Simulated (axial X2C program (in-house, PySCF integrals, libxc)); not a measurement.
# A two-component session on TaCl⁻: properties at the nuclei

Wanted for TaCl⁻: properties at the nuclei, at the two-component level.

The runs use an in-house X2C program for linear molecules on PySCF integrals; two-component X2C with atomic mean-field terms, Ta dyall-acv3z, Cl dyall-av3z.

All values are calculated.

## 1. Input

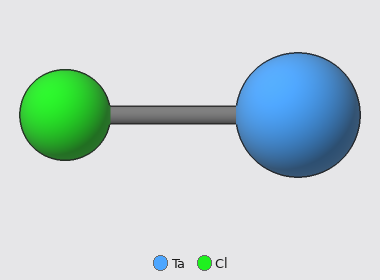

The two atoms at 2.450 Å (tantalum blue, chlorine green).

The input, task.json:

```json
{"zs": [73, 17], "q": -1, "bas": ["dyall-acv3z", "dyall-av3z"], "r0": 2.45, "levels": ["PBE0", "HF", "PBE50", "BHandHLYP", "r2SCAN"], "nst": 3}
```

Keys: zs atomic numbers; q charge; bas basis sets; r0 starting distance in Å; levels methods (HF also brings MP2); nst determinants followed.

Started as:

```sh
> python soeom.py task.json out
```

Nuclei are Gaussian, cores are contracted, and the Gaunt term is on.

## 2. Expectation values, lowest determinant

R = 2.408 Å. State: Ω = 1/2 (excess of +ω over −ω: ω = 1/2).

Output of the PBE0 run:

```text
two-component X2C + atomic mean field  PBE0
basis functions 256  fitting functions 1265  grid points 5082
iter        total energy     max residual
   1     -16061.790495828     7.33e+00
   2     -16064.936624232     4.57e-02
   3     -16063.366448329     1.32e-01
   4     -16064.927681901     3.97e-02
   5     -16064.987162322     2.15e-02
   6     -16065.000673103     1.09e-02
   7     -16065.002915596     1.22e-03
   8     -16065.003023543     4.19e-04
   9     -16065.003034672     2.64e-04
  10     -16065.003042329     1.04e-04
  11     -16065.003044263     7.76e-05
  12     -16065.003045119     4.83e-05
  13     -16065.003045515     2.38e-05
  14     -16065.003045653     6.68e-06
  15     -16065.003045664     2.00e-06
  16     -16065.003045665     8.80e-07
converged
one-electron -22599.45732870  Coulomb 6624.10384714  exact exchange -85.81794244  xc functional -263.12852444  nuclear repulsion 272.71965064  atomic mean-field constant -13.42274787
```

The highest occupied spinor is 81% Ta d, 7% Ta p, 6% Cl p.

```tsv
level	Eeff magnitude (GV/cm)	Ws magnitude Ta (kHz)	A∥/gI Ta (MHz)	qzz Ta (a.u.)	A∥/gI Cl (MHz)	qzz Cl (a.u.)
PBE0	1.26	5.78	1370	-3.87	44.6	0.68
HF	28.9	55.2	-609	-4.31	49.2	0.53
PBE50	0.305	2.57	1180	-4.46	41.5	0.62
BHandHLYP	0.571	4.32	1410	-4.19	29.8	0.53
r2SCAN	9.94	22.8	-299	-3.87	19.2	0.68
```

Eeff is the effective electric field on the electron dipole moment in this Ω state and Ws the scalar–pseudoscalar constant (defined with the proton number Z and per Ω); A∥ is the parallel hyperfine constant, which follows by multiplying with the nuclear g factor gI = μI/(I μN); qzz is the electric field gradient, eQq0 = 234.96 MHz × Q/barn × qzz. The operators were transformed with the bare-nucleus X2C matrices.

## 3. Expectation values, a higher determinant

R = 2.408 Å. State: Ω = 1/2 (excess of +ω over −ω: ω = -1/2, ω = -3/2, ω = 5/2), 0.07 eV above the lowest in the PBE0 search for states (made at or near this distance, with looser thresholds).

Output of the PBE0 run:

```text
two-component X2C + atomic mean field  PBE0
basis functions 256  fitting functions 1265  grid points 5082
iter        total energy     max residual
   1     -16061.814622572     7.39e+00
   2     -16064.942956302     4.54e-02
   3     -16064.063689336     2.44e-01
   4     -16064.949374243     3.58e-02
   5     -16064.993110588     1.68e-02
   6     -16064.999889936     7.27e-03
   7     -16065.000855780     1.05e-03
   8     -16065.000941469     3.17e-04
   9     -16065.000952392     1.94e-04
  10     -16065.000957686     5.54e-05
  11     -16065.000958575     2.65e-05
  12     -16065.000958752     1.49e-05
  13     -16065.000958811     7.83e-06
  14     -16065.000958838     3.28e-06
  15     -16065.000958840     1.37e-06
  16     -16065.000958841     5.64e-07
converged
one-electron -22599.26817522  Coulomb 6623.92076658  exact exchange -85.81907438  xc functional -263.13137860  nuclear repulsion 272.71965064  atomic mean-field constant -13.42274787
```

The highest occupied spinor is 99% Ta d.

```tsv
level	Eeff magnitude (GV/cm)	Ws magnitude Ta (kHz)	A∥/gI Ta (MHz)	qzz Ta (a.u.)	A∥/gI Cl (MHz)	qzz Cl (a.u.)
PBE0	14.8	28.5	-138	0.10	-114	0.62
HF	20.5	40.7	2760	-1.48	-92.8	0.47
PBE50	18.5	36.1	336	-0.65	-104	0.58
BHandHLYP	14.9	30	-552	-0.37	-88	0.51
r2SCAN	14.7	28	1690	0.15	-115	0.60
```

## 4. Expectation values, a higher determinant

R = 2.408 Å. State: Ω = 5/2 (excess of +ω over −ω: ω = 5/2), 0.31 eV above the lowest in the PBE0 search for states (made at or near this distance, with looser thresholds).

Output of the PBE0 run:

```text
two-component X2C + atomic mean field  PBE0
basis functions 256  fitting functions 1265  grid points 5082
iter        total energy     max residual
   1     -16061.807013854     7.40e+00
   2     -16064.934508482     4.50e-02
   3     -16064.081009797     2.37e-01
   4     -16064.942700176     3.50e-02
   5     -16064.984974591     1.60e-02
   6     -16064.991209899     7.32e-03
   7     -16064.992182836     1.01e-03
   8     -16064.992261228     3.00e-04
   9     -16064.992271301     1.96e-04
  10     -16064.992276508     5.61e-05
  11     -16064.992277559     2.86e-05
  12     -16064.992277813     1.66e-05
  13     -16064.992277917     8.91e-06
  14     -16064.992277982     4.67e-06
  15     -16064.992277997     2.89e-06
  16     -16064.992278004     1.55e-06
  17     -16064.992278006     6.34e-07
  18     -16064.992278007     1.64e-07
converged
one-electron -22599.10104540  Coulomb 6623.76030579  exact exchange -85.81854422  xc functional -263.12989696  nuclear repulsion 272.71965064  atomic mean-field constant -13.42274787
```

The highest occupied spinor is 82% Ta d, 6% Cl p, 6% Ta p.

```tsv
level	Eeff magnitude (GV/cm)	Ws magnitude Ta (kHz)	A∥/gI Ta (MHz)	qzz Ta (a.u.)	A∥/gI Cl (MHz)	qzz Cl (a.u.)
PBE0	15.8	5.89	387	0.60	5.57	0.64
HF	28.7	10.9	859	0.50	6.41	0.41
PBE50	22.4	8.58	484	-0.20	5.21	0.60
BHandHLYP	15.3	5.72	305	0.30	3.67	0.54
r2SCAN	16.6	6.21	766	0.47	8.56	0.61
```

## 5. Summary of results

```
                                        quantity                                                        value
                              lowest determinant                      Ω = 1/2 (excess of +ω over −ω: ω = 1/2)
                    Eeff magnitude (GV/cm), PBE0                                                         1.26
                     Ws magnitude Ta (kHz), PBE0                                                         5.78
                            A∥/gI Ta (MHz), PBE0                                                         1370
                             qzz Ta (a.u.), PBE0                                                        -3.87
                              higher determinant  Ω = 1/2 (excess of +ω over −ω: ω = -1/2, ω = -3/2, ω = 5/2)
Eeff magnitude (GV/cm), PBE0, higher determinant                                                         14.8
 Ws magnitude Ta (kHz), PBE0, higher determinant                                                         28.5
        A∥/gI Ta (MHz), PBE0, higher determinant                                                         -138
         qzz Ta (a.u.), PBE0, higher determinant                                                         0.10
                              higher determinant                      Ω = 5/2 (excess of +ω over −ω: ω = 5/2)
Eeff magnitude (GV/cm), PBE0, higher determinant                                                         15.8
 Ws magnitude Ta (kHz), PBE0, higher determinant                                                         5.89
        A∥/gI Ta (MHz), PBE0, higher determinant                                                          387
         qzz Ta (a.u.), PBE0, higher determinant                                                         0.60
```

What this shows: In the first state, the effective field runs from 0.305 to 28.9 GV/cm over the mean-field levels, so the levels don't agree on it. The expectation values come from single determinants, which for open shells can mix terms of unlike spin or miss the lowest Ω, so a determinant need not be a state. Eeff is the effective electric field on the electron dipole moment in this Ω state and Ws the scalar–pseudoscalar constant (defined with the proton number Z and per Ω); A∥ is the parallel hyperfine constant, which follows by multiplying with the nuclear g factor gI = μI/(I μN); qzz is the electric field gradient, eQq0 = 234.96 MHz × Q/barn × qzz. The operators were transformed with the bare-nucleus X2C matrices. A second determinant lies within 0.1 eV of the first, so their order is not settled at this level.
